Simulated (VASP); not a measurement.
Band structure of Yb (fcc). All values below come from RPBE GGA, VASP's PBE PAW potentials (set 64) (plane waves; VASP).

The 4f electrons are frozen in the core of the lanthanide potential, so 4f levels, which can set the real gap, and their magnetism are missing.

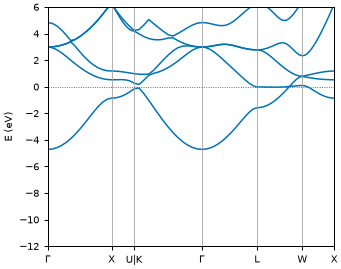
Figure. Bands along high-symmetry lines, zero at the valence-band maximum or, without a gap, the Fermi level

Question: Read the plot: is there a gap, and where are the band edges?

Answer: It has no gap at this level: it comes out as a metal or semimetal. (Edges off the drawn lines would not show.)

The compound is Yb in the fcc structure. It was relaxed first, which changed the volume by +6 %.
